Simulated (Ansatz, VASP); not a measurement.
# PbF2 (Fluorocronite) in two plane-wave programs

One calculation is typed for both programs; each brings its own data sets. How far apart do they land? Of the first pair: The cell is taken from a series of VASP runs on this material, whose earlier steps may have relaxed, scaled or displaced it; both programs get it as it stands. Valence electrons are named where the data sets of a main pair hold unlike numbers.

Method: plane waves, with VASP 6.6.1 beside it; dielectric response at PBE and single point at PBE, in Ansatz 0.2.0.

## 1. Starting point

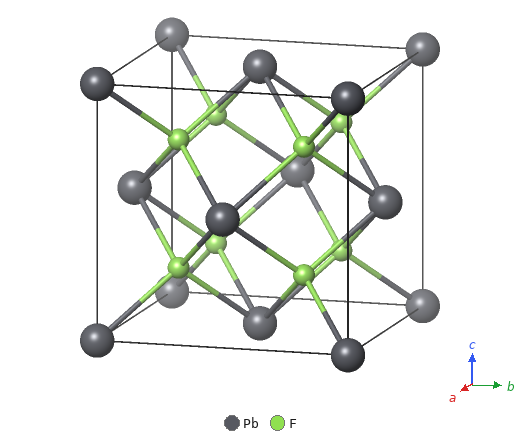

The cell as given, slightly off an axis (lead dark grey, fluorine green). This picture shows the conventional cell, with its axes. Some periodic images of atoms are drawn too.

## 2. Ansatz: dielectric response, PBE

Ansatz runs on its default PAW (the set named soft_2) files.

The response to a field tests empty states and converges slowly with the mesh.

input.yaml

```yaml
crystal:
  lattice:
    - [0.0, 2.996478699, 2.996478699]
    - [2.996478699, 0.0, 2.996478699]
    - [2.996478699, 2.996478699, 0.0]
  atoms:
    - { symbol: Pb, position: [0.0, 0.0, 0.0] }
    - { symbol: F, position: [0.25, 0.25, 0.25] }
    - { symbol: F, position: [0.75, 0.75, 0.75] }
hamiltonian:
  xc: pbe
  pseudopotentials: { kind: paw }
kpoints:
  mp_grid: { grid: [10, 10, 10] }
scf:
  occupations: { method: fixed }
dielectric:
  method: response
```

Run with:

```
> ansatz run input.yaml --threads 2 --pin off --max-ram 4608MiB --backend cpu --events-out ev --progress --plain --runs-dir out
```

Numbers of over 12 decimals in the logs are rounded to 6 here.

The program printed:

```text
Engine: ansatz 0.2.0, aarch64-unknown-linux-gnu
Pseudopotentials: kind: paw
Pseudopotential: Pb, paw, valence charge 14, recommended cutoff 420 eV (normal), Pb.paw.azcp
Pseudopotential: F, paw, valence charge 7, recommended cutoff 420 eV (normal), F.paw.azcp
Functional definition: PBE
  parameter kappa = 0.804
  parameter beta = 0.066725
  exchange = pbe_x(kappa = kappa, mu = beta*pi^2/3)
  correlation = pbe_c(beta = beta)
Crystal: 3 atoms, lattice volume = 53.810 Å³
Basis set: ecut = 420 eV, 1067 PW (Γ), exchange–correlation on 60×60×60 points (8 copies of the dense FFT grid, shifted against one another)
Bands: 18, of which v1, the nominal top of the filled ones, is band 14 counted from 1 (13 counted from 0)
Symmetry: 48 space group operations
k-points: 102 of 1000 (irreducible under 8 space group operations, time reversal used)
Non-local potential: Pb, projectors of the file, l = 0: 2, l = 1: 2, l = 2: 2, l = 3: 2
Non-local potential: F, projectors of the file, l = 0: 2, l = 1: 2, l = 2: 1
PAW form: soft (Blöchl's): semilocal exchange-correlation on the pseudo side does not see the compensation charge
PAW one-centre angular grid: Pb, 590 points (default); XC on 64 Gauss nodes
PAW one-centre angular grid: F, 110 points (default); XC on 64 Gauss nodes
Initial density: superposition of atomic densities (neutral atoms: chi_scale 0, normalization atom), corrected by the library's trained network
Initial wavefunctions: pseudopotential atomic-orbital guess
Functional: x = pbe(κ = 0.804, μ = 0.219515), c = pbe(β = 0.066725)
SCF iter   1: F=—  HF=-13524.712441 eV  |F-HF|=—  |Δ(HF+E_count)|=         —  Δρ=4.86e-4  dr2=5.86e-5  ethr=1.77e-3  ⟨swp⟩=4.9  Hψ=7842  notcnv=0  defer=178
preconditioner: auto → none  [insulator: Δε(μ)=4.426 eV  Ē_g=16.985 eV  n_scr=14 (ndim 8)  ℏωp=26.8 eV  f_vac=0.138  ε∞_Penn≈3.5]
SCF iter   2: F=—  HF=-13524.711591 eV  |F-HF|=—  |Δ(HF+E_count)|=   8.51e-4  Δρ=4.65e-4  dr2=5.25e-5  ethr=2.09e-7  ⟨swp⟩=3.1  Hψ=5015  notcnv=0  defer=188
SCF iter   3: F=—  HF=-13524.711614 eV  |F-HF|=—  |Δ(HF+E_count)|=   2.34e-5  Δρ=1.84e-4  dr2=3.75e-6  ethr=1.87e-7  ⟨swp⟩=2.1  Hψ=2484  notcnv=0  defer=174
SCF iter   4: F=—  HF=-13524.711661 eV  |F-HF|=—  |Δ(HF+E_count)|=   4.65e-5  Δρ=7.57e-5  dr2=1.98e-6  ethr=1.34e-8  ⟨swp⟩=2.0  Hψ=3317  notcnv=0  defer=176
SCF iter   5: F=—  HF=-13524.711659 eV  |F-HF|=—  |Δ(HF+E_count)|=   1.59e-6  Δρ=2.78e-5  dr2=2.36e-7  ethr=7.06e-9  ⟨swp⟩=2.2  Hψ=3166  notcnv=0  defer=64
SCF iter   6: F=—  HF=-13524.711659 eV  |F-HF|=—  |Δ(HF+E_count)|=   8.64e-8  Δρ=3.09e-6  dr2=2.05e-9  ethr=8.44e-10  ⟨swp⟩=2.1  Hψ=3132  notcnv=0  defer=64
SCF iter   7: F=-13524.711659 eV  HF=-13524.711659 eV  |F-HF|=9.09e-12  |Δ(HF+E_count)|=   1.71e-9  Δρ=4.07e-7  dr2=3.46e-11  ethr=1.00e-12  ⟨swp⟩=3.5  Hψ=7705  notcnv=0
SCF 1 converged in 7 iterations: F = -13524.711659 eV  dr2 = 3.46e-11
  greatest PAW one-centre occupation: 0.984 electrons in one spin orbital (limit 2), on the Pb atom at site 0 (counted from 0), in its partial waves of l = 2
NSCF: frozen V_eff on 2 k-points
DFPT response loops at Γ: preconditioner auto → none (the input reference at scf.mixing.eps_inf says where Resta's filter doesn't serve); β = 0.50; Broyden in place of MSR1
SCF converged after 7 iterations
Free energy (F): -13524.711659 eV
Harris-Foulkes:  -13524.711659 eV  (|F-HF|=9.09e-12)
Internal energy: -13524.711659 eV  (E = F + TS)
E sigma→0 (E₀):  -13524.711659 eV
Fermi energy:    4.521398 eV
--- Per-component energies (eV) ---
  E_band       = -133.222871
  E_kinetic    = 697.488044
  E_local      = -2289.962388  (includes V_loc(G=0)·N_el)
  E_nonlocal   = 496.881466
  E_hartree    = 879.349474
  E_xc         = -381.460381
  E_vxc        = -337.880008  (∫ρ·V_xc dr)
  E_paw        = -10801.646971  (= ΣΔE_a)
  E_vpaw       = -458.453113  (= ΣTr[D̂ρ^β])
  E_aug_tail   = 0.004122  (compensation charges beyond the density's cutoff)
  E_ewald      = -2125.365025
  E_smearing   = -0.000000  (= −TS)
  E_closure    = 0.000000  (closes the sum)
  Σ components = -13524.711659   (vs F -13524.711659, Δ=0.00e0)
--- Band table (eV; the first three rows and the last of 102) ---
  k-point 0: bands = [... 10 lower, 2.2583, 2.7454, 2.7454, 2.7454, 11.2687, 11.2687, 11.2687, 15.0867]
  k-point 1: bands = [... 10 lower, 2.2407, 2.7297, 2.7297, 2.9991, 10.9071, 11.3457, 11.3457, 15.6863]
  k-point 2: bands = [... 10 lower, 2.1945, 2.6873, 2.6873, 3.5019, 10.2948, 11.5489, 11.5489, 16.8102]
  k-point 101: bands = [... 10 lower, 2.3693, 3.0944, 3.1982, 4.5161, 10.0531, 11.0338, 11.9782, 14.5698]
--- Dielectric response (ions clamped): 1 representative field direction + reference, on 102 of 1000 k-points (Σ response iterations 7) ---
  k mesh reduced under 8 symmetry operations, with k and −k counted as one. Each operation leaves every solved perturbation unchanged. A smaller set is not considered because the run solves the response to a homogeneous field
  ε∞ (high-frequency dielectric tensor):
        3.294870    -0.000000     0.000000
        0.000000     3.294870     0.000000
       -0.000000     0.000000     3.294870
  Born effective charges Z* (e; rows j = field, columns β = displacement):
    site 0:
         3.17163    0.00000    0.00000
         0.00000    3.17163    0.00000
         0.00000    0.00000    3.17163
    site 1:
        -1.58581   -0.00000    0.00000
        -0.00000   -1.58581   -0.00000
        -0.00000   -0.00000   -1.58581
    site 2:
        -1.58581   -0.00000    0.00000
        -0.00000   -1.58581   -0.00000
        -0.00000   -0.00000   -1.58581
  Z* charge neutrality: 4.454e-5 e pre-enforcement
  k-mesh period / interband length: 42.4 Å / 1.24 Å = 34.22 at k = (0.0000, -0.5000, -0.5000), direct gap 4.563 eV — 14 or more, which is no proof of convergence
```

Run time: 18 s. Hardware: 2 threads of Arm Neoverse V2, shared host; peak memory 0.57 GiB; 33 s of CPU time.

(Part 1 of 3 ends here.)

[Lines on the potential files, build, host, timing and source positions are cut from VASP's logs without a mark.]

[Logs are printed without paths, hosts, clocks, repeated set-up lines and the standing remarks that a program may print on its own settings, such as how far it seeks lower states.]

[Hosts, paths, dates, database ids (printed as entryN), source tags and the programs' standing remarks are cut or masked in the printed files.]
